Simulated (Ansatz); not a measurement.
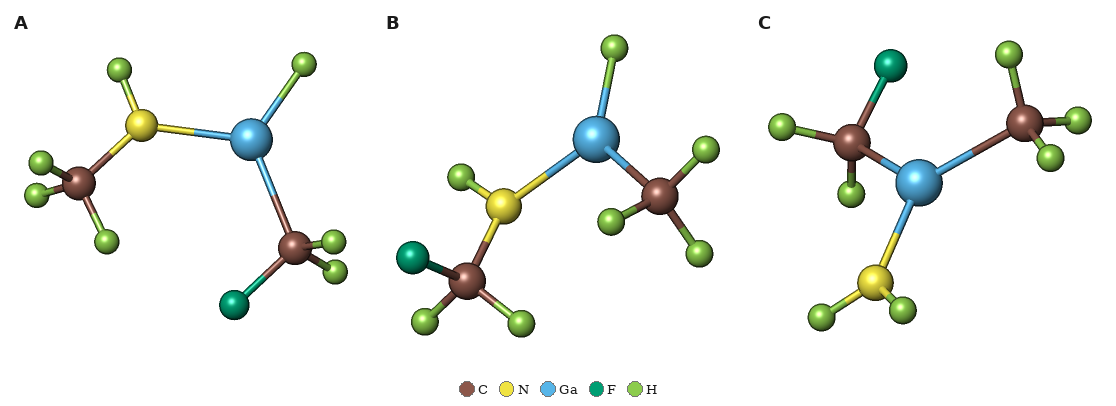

Simulated data, not a measurement (program: Ansatz).

### Match each picture to its SMILES.
(1) C[NH][GaH][CH2]F
(2) [CH3][GaH][NH]CF
(3) [CH3][Ga]([NH2])[CH2]F

A is (1), B is (2), C is (3).
